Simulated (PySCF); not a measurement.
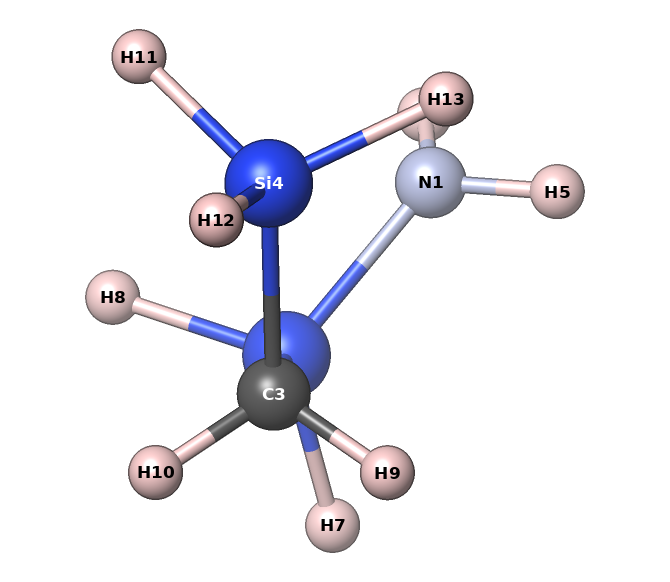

Si2 lies behind C3. The molecule seen nearly along the C3–Si2 bond, C3 in front. Atoms fade into the background with distance from the viewer. The geometry was computed by an optimisation with PBE0-D3(BJ)/def2-SVP. No frequency run is at hand to confirm it as a minimum.

What is the torsion angle Si4–C3–Si2–N1? The sign is positive where the front bond must turn clockwise to cover the back bond.

40°, synclinal (gauche). The bonds about C3–Si2 are staggered.
